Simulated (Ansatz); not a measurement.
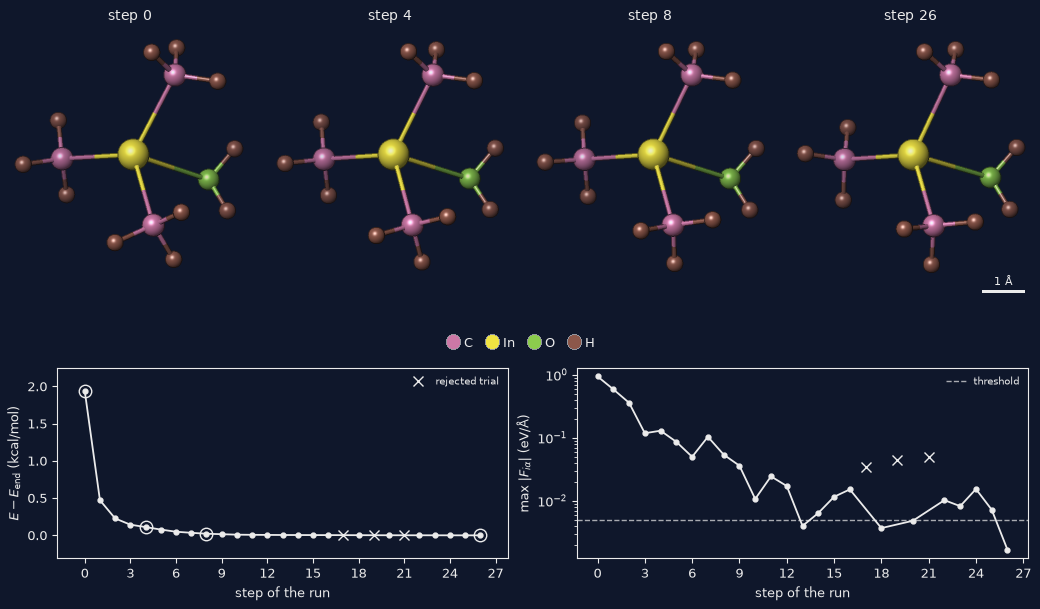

Frames of a relaxation of C₃H₁₁InO, marked on the history of the run. Style: ball-and-stick. Shown at a tilt.

The start comes from PBE-D4/def2-SVP.

All numbers below come from Ansatz 0.2.0, RKS PBE0-D4/def2-TZVP. (force threshold 0.005 eV/Å; at most 150 steps)

**What happens along the run?**

After 23 accepted moves (26 points after the start) the energy has fallen by 1.94 kcal/mol. The largest force component goes from 0.94 to 0.0017 eV/Å. The line search rejected the trial steps at points 17, 19, 21 of the run. The forces were under the threshold at step 13, but the run went on from there. The largest move after the best rigid fit is that of an H atom, 0.60 Å. By element the largest moves are H 0.60 Å, C 0.12 Å, O 0.08 Å, In 0.02 Å. Among the contacts that change: C–In 2.207 → 2.176 Å, C–In 2.190 → 2.164 Å, C–H 1.109 → 1.093 Å, H–O 0.978 → 0.962 Å. Bond angles that change, for instance: In–O–H 102.8° → 108.6°, In–O–H 103.7° → 108.5°, H–O–H 104.2° → 106.2°. Groups turn about C–In by about 35°. From step 0 to 4: an H atom moves most (0.29 Å), energy −1.83 kcal/mol. From step 4 to 8: an H atom moves most (0.22 Å), energy −0.09 kcal/mol. From step 8 to 26: an H atom moves most (0.21 Å), energy −0.02 kcal/mol.

| step | E − E(0), kcal/mol | largest force component, eV/Å | note |
| --- | --- | --- | --- |
| 0 | 0.00 | 0.9438 |  |
| 1 | -1.47 | 0.5898 |  |
| 2 | -1.71 | 0.3602 |  |
| 3 | -1.80 | 0.1182 |  |
| 4 | -1.83 | 0.1297 |  |
| 5 | -1.86 | 0.0862 |  |
| 6 | -1.89 | 0.0499 |  |
| 7 | -1.91 | 0.1038 |  |
| 8 | -1.92 | 0.0540 |  |
| 9 | -1.93 | 0.0361 |  |
| 10 | -1.93 | 0.0107 |  |
| 11 | -1.93 | 0.0244 |  |
| 12 | -1.94 | 0.0172 |  |
| 13 | -1.94 | 0.0040 |  |
| 14 | -1.94 | 0.0064 |  |
| 15 | -1.94 | 0.0116 |  |
| 16 | -1.94 | 0.0152 |  |
| 17 | -1.94 | 0.0347 | rejected |
| 18 | -1.94 | 0.0037 |  |
| 19 | -1.94 | 0.0445 | rejected |
| 20 | -1.94 | 0.0048 |  |
| 21 | -1.94 | 0.0499 | rejected |
| 22 | -1.94 | 0.0102 |  |
| 23 | -1.94 | 0.0082 |  |
| 24 | -1.94 | 0.0154 |  |
| 25 | -1.94 | 0.0072 |  |
| 26 | -1.94 | 0.0017 |  |
